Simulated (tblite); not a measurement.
**Run report: C₂H₆ClSi₄, geometry relaxation (part 2 of 2)**

The same run, continued: C₂H₆ClSi₄, multiplicity 2; GFN2-xTB geometry optimisation, gas phase (tblite 0.8.0). It belongs to a series of runs on one base structure; here: H removed from Si.

Geometry of the input (Å):
```
C  3.0340  -1.3942  -0.0917
C  2.1762  -0.5433  -0.2314
Si 0.8846  0.7557  -0.4246
Si -1.0959  -0.0698  -1.2093
Si -1.6633  -0.4676  0.9804
Si -0.1728  1.1769  1.5772
Cl -1.0762  3.0200  1.5499
H  3.7846  -2.1342  0.0227
H  1.3705  1.9761  -1.1246
H  -0.9785  -1.3108  -2.0248
H  -1.9589  0.9513  -1.8463
H  -1.2274  -1.8013  1.4730
H  -3.0813  -0.1583  1.3319
```

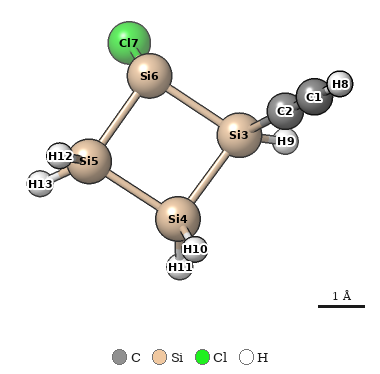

Fig. 1: The geometry at step 85 of the log (ball-and-stick view, seen at a tilt; atoms are numbered from 1 in the order of the input).

### Trajectory as extended XYZ, continued
```
13
Properties=species:S:1:pos:R:3:forces:R:3 step=59 energy=-508.07613
C     3.0825   -1.1905   -0.1993    0.0040   0.0190  -0.0010
C     2.2479   -0.3356   -0.3395    0.0240  -0.0060   0.0240
Si    0.8757    0.8944   -0.5065    0.0410   0.0170   0.0190
Si   -1.0587   -0.2613   -1.1912   -0.0310   0.0250  -0.0070
Si   -1.9079   -0.3493    0.9929    0.0100   0.0710  -0.0440
Si   -0.0702    0.9830    1.6849    0.0010   0.0390  -0.0060
Cl   -0.6637    2.9320    2.1978    0.0010  -0.0560  -0.0260
H     3.8250   -1.9248   -0.0739    0.0310  -0.0180  -0.0200
H     1.4746    1.9575   -1.3367   -0.0270  -0.0230   0.0120
H    -0.8293   -1.5375   -1.8707    0.0020   0.0020  -0.0010
H    -1.8602    0.5271   -2.1372   -0.0120  -0.0230   0.0220
H    -1.7917   -1.6768    1.6073   -0.0180  -0.0530   0.0270
H    -3.3285   -0.0177    1.1544   -0.0260   0.0070   0.0030
13
Properties=species:S:1:pos:R:3:forces:R:3 step=66 energy=-508.07963
C     3.1207   -1.1562   -0.2222    0.0150   0.0090  -0.0040
C     2.2750   -0.3088   -0.3421    0.0050  -0.0150  -0.0120
Si    0.8701    0.8869   -0.5008    0.0170  -0.0090  -0.0180
Si   -1.0618   -0.2815   -1.1881    0.0350  -0.0330   0.0080
Si   -1.9477   -0.3163    0.9796    0.0030   0.0180  -0.0070
Si   -0.0632    0.9454    1.6863   -0.0280  -0.0420   0.0200
Cl   -0.5708    2.8758    2.3061   -0.0210   0.0250  -0.0080
H     3.8750   -1.8827   -0.1135    0.0040   0.0180  -0.0160
H     1.4252    1.9648   -1.3417    0.0010  -0.0200   0.0130
H    -0.7945   -1.5856   -1.7990    0.0000   0.0060   0.0010
H    -1.8594    0.4313   -2.1909   -0.0150   0.0280   0.0010
H    -1.9136   -1.6462    1.6063   -0.0110   0.0010   0.0100
H    -3.3593    0.0734    1.1022   -0.0040   0.0150   0.0090
13
Properties=species:S:1:pos:R:3:forces:R:3 step=72 energy=-508.08175
C     3.1445   -1.1528   -0.2239    0.0060  -0.0280  -0.0280
C     2.2875   -0.3169   -0.3422    0.0060  -0.0010  -0.0130
Si    0.8786    0.8737   -0.4903   -0.0100  -0.0010   0.0200
Si   -1.0603   -0.2752   -1.1860   -0.0070  -0.0170  -0.0020
Si   -1.9532   -0.3107    0.9786   -0.0330  -0.0560   0.0320
Si   -0.0633    0.9244    1.7008   -0.0110   0.0350  -0.0070
Cl   -0.5930    2.8747    2.2559   -0.0060  -0.0030   0.0000
H     3.8976   -1.8825   -0.1306    0.0180   0.0290   0.0020
H     1.4200    1.9633   -1.3228    0.0170  -0.0130   0.0060
H    -0.8010   -1.5834   -1.7911   -0.0070   0.0110  -0.0120
H    -1.8705    0.4444   -2.1768    0.0270   0.0020   0.0110
H    -1.9302   -1.6472    1.5969   -0.0110   0.0280  -0.0040
H    -3.3613    0.0888    1.1139    0.0110   0.0160  -0.0050
13
Properties=species:S:1:pos:R:3:forces:R:3 step=79 energy=-508.08677
C     3.2193   -1.1154   -0.2846   -0.0040   0.0240   0.0060
C     2.3261   -0.3145   -0.3758   -0.0110  -0.0080   0.0380
Si    0.8773    0.8337   -0.4557   -0.0340  -0.0110  -0.0130
Si   -1.0574   -0.3146   -1.1672   -0.0130   0.0300   0.0270
Si   -2.0178   -0.2887    0.9684    0.0210   0.0140   0.0080
Si   -0.0904    0.8718    1.7246    0.0260   0.0130  -0.0140
Cl   -0.5403    2.8306    2.3134   -0.0120  -0.0060   0.0020
H     4.0127   -1.8009   -0.2026    0.0290  -0.0170  -0.0260
H     1.3845    1.9378   -1.2913    0.0090   0.0090   0.0090
H    -0.7762   -1.6354   -1.7250   -0.0180  -0.0470  -0.0340
H    -1.8467    0.3740   -2.1942    0.0250   0.0060  -0.0090
H    -2.1079   -1.6108    1.6037   -0.0140   0.0020   0.0170
H    -3.3876    0.2329    1.0686   -0.0040  -0.0100  -0.0100
13
Properties=species:S:1:pos:R:3:forces:R:3 step=85 energy=-508.09055
C     3.2683   -1.0953   -0.3133    0.0140  -0.0220   0.0030
C     2.3390   -0.3328   -0.3587   -0.0210   0.0300   0.0040
Si    0.8759    0.7982   -0.4430    0.0080  -0.0010   0.0090
Si   -1.0635   -0.3421   -1.1489    0.0010  -0.0170  -0.0330
Si   -2.0387   -0.2768    0.9809    0.0080   0.0060  -0.0130
Si   -0.0957    0.8620    1.7333   -0.0070   0.0000   0.0100
Cl   -0.5615    2.8211    2.3103    0.0060  -0.0050  -0.0020
H     4.0837   -1.7596   -0.2677    0.0030   0.0080  -0.0070
H     1.3859    1.9140   -1.2625    0.0000  -0.0050   0.0060
H    -0.7931   -1.6588   -1.7327   -0.0300   0.0090   0.0230
H    -1.8164    0.3715   -2.1868    0.0040   0.0060  -0.0010
H    -2.1934   -1.5887    1.6250    0.0070   0.0010   0.0150
H    -3.3948    0.2877    1.0465    0.0070  -0.0090  -0.0140
13
Properties=species:S:1:pos:R:3:forces:R:3 step=92 energy=-508.09165
C     3.2882   -1.0812   -0.3280    0.0050   0.0180  -0.0060
C     2.3520   -0.3259   -0.3578    0.0120  -0.0250   0.0010
Si    0.8724    0.7822   -0.4297    0.0070   0.0070  -0.0050
Si   -1.0639   -0.3564   -1.1514    0.0040  -0.0030   0.0100
Si   -2.0513   -0.2670    0.9725    0.0000  -0.0110   0.0040
Si   -0.1015    0.8439    1.7438   -0.0100  -0.0040  -0.0060
Cl   -0.5385    2.8036    2.3350    0.0030   0.0000   0.0020
H     4.1183   -1.7279   -0.2994   -0.0050  -0.0030   0.0030
H     1.3709    1.9073   -1.2428   -0.0010   0.0070  -0.0030
H    -0.8142   -1.6888   -1.7058   -0.0110   0.0060   0.0060
H    -1.8006    0.3512   -2.2053    0.0050   0.0000   0.0050
H    -2.2413   -1.5658    1.6354    0.0090   0.0090  -0.0050
H    -3.3949    0.3253    1.0158   -0.0190   0.0010  -0.0050
13
Properties=species:S:1:pos:R:3:forces:R:3 step=98 energy=-508.09196
C     3.3006   -1.0719   -0.3360    0.0160  -0.0210   0.0030
C     2.3546   -0.3291   -0.3573   -0.0150   0.0200  -0.0070
Si    0.8743    0.7787   -0.4264   -0.0020  -0.0050  -0.0010
Si   -1.0617   -0.3610   -1.1479   -0.0020   0.0070   0.0090
Si   -2.0596   -0.2635    0.9702   -0.0080   0.0080  -0.0010
Si   -0.1068    0.8377    1.7447    0.0010   0.0010  -0.0010
Cl   -0.5299    2.7973    2.3447    0.0010   0.0020   0.0030
H     4.1307   -1.7183   -0.3104    0.0070   0.0000   0.0010
H     1.3687    1.9059   -1.2399   -0.0010  -0.0020   0.0020
H    -0.8255   -1.6979   -1.6941    0.0040  -0.0110  -0.0030
H    -1.7918    0.3451   -2.2068   -0.0010   0.0050   0.0000
H    -2.2557   -1.5570    1.6404    0.0030   0.0030  -0.0040
H    -3.4021    0.3345    1.0012   -0.0030  -0.0080   0.0000
13
Properties=species:S:1:pos:R:3:forces:R:3 step=105 energy=-508.09214
C     3.3013   -1.0740   -0.3350   -0.0030   0.0070  -0.0040
C     2.3580   -0.3275   -0.3614    0.0040  -0.0060   0.0030
Si    0.8748    0.7769   -0.4286   -0.0020  -0.0070   0.0050
Si   -1.0627   -0.3616   -1.1465   -0.0020  -0.0010  -0.0040
Si   -2.0634   -0.2579    0.9693    0.0010   0.0020  -0.0010
Si   -0.1088    0.8399    1.7426    0.0000   0.0010   0.0010
Cl   -0.5246    2.7979    2.3516    0.0030   0.0030  -0.0010
H     4.1328   -1.7190   -0.3090   -0.0020   0.0020   0.0020
H     1.3675    1.9061   -1.2400    0.0000   0.0010  -0.0010
H    -0.8284   -1.7003   -1.6914    0.0000   0.0050   0.0000
H    -1.7897    0.3472   -2.2059    0.0000   0.0000  -0.0020
H    -2.2490   -1.5532    1.6387    0.0000  -0.0030   0.0020
H    -3.4121    0.3260    0.9978    0.0000  -0.0020   0.0000
```

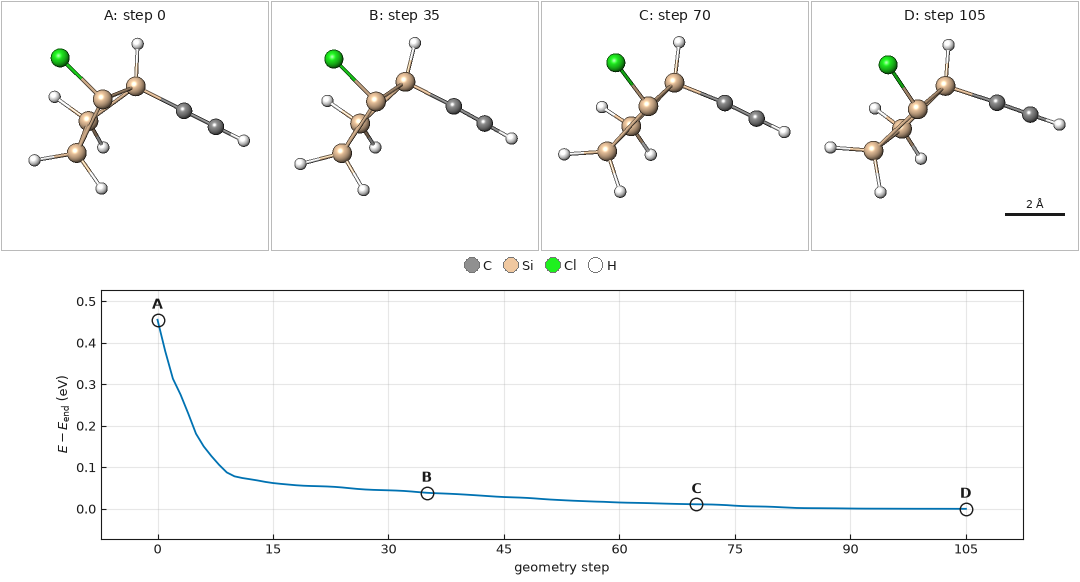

Fig. 2: Frames of the relaxation (ball-and-stick view, seen at a tilt) above the curves, on which the letters mark them (steps are counted from 0).

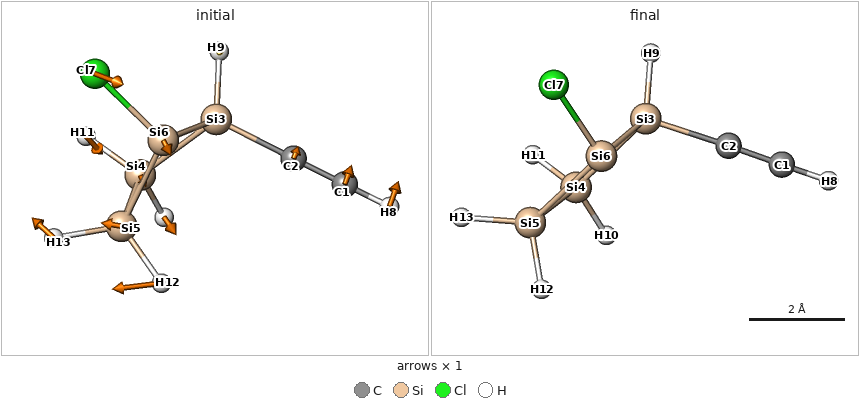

Fig. 3: Before (left) and after (right) the relaxation, at one scale (ball-and-stick view, seen at a tilt). The orange arrows give the displacements, at true length. The atom that moves furthest after the best rigid fit is H12 (1.08 Å). By element the largest moves are H 1.08 Å, Cl 1.01 Å, C 0.47 Å, Si 0.46 Å. Distances before and after: Si3–Si6 2.303 → 2.384 Å, Si3–Si4 2.285 → 2.359 Å, Si5–Si6 2.298 → 2.371 Å, Si4–Si5 2.297 → 2.343 Å. Among the angles that change: Si6–Si3–H9 114.1° → 128.2°, C2–Si3–H9 113.5° → 102.1°, Si6–Si5–H13 114.0° → 124.5°. Over 105 geometry steps the energy falls by 0.456 eV. Largest force component: 1.3 eV/Å at the start, 0.007 eV/Å at the end. (Atoms are counted from 1 in the order of the input.)

### Summary

```csv
quantity,value
outcome,converged
total energy,−508.0921 eV
hardware,"1 CPU thread, shared host"
wall time,0.98 s
peak memory,0.18 GiB
```
